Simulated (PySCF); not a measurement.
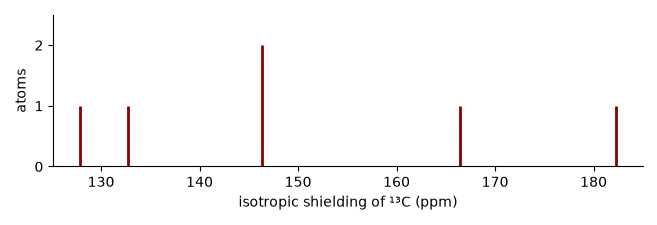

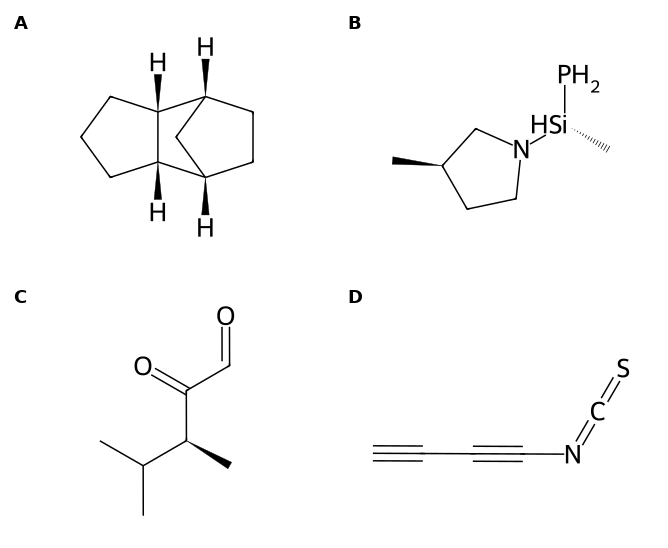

The sticks are computed shieldings of one of the molecules, for one fixed geometry (PBE0-D3(BJ)/def2-SVP) without averaging over rotations. Low shielding means a high chemical shift. Method: GIAO PBE0/pcSseg-1 NMR shielding, non-relativistic, IEF-PCM acetonitrile (PySCF 2.14.0).

Match the spectrum to a structure.

B, `C[C@@H]1CCN([Si@@H](C)P)C1`. Its 6 C atoms give lines at 127.9, 132.7, 146.3 (2 atoms), 166.5, 182.2 ppm.
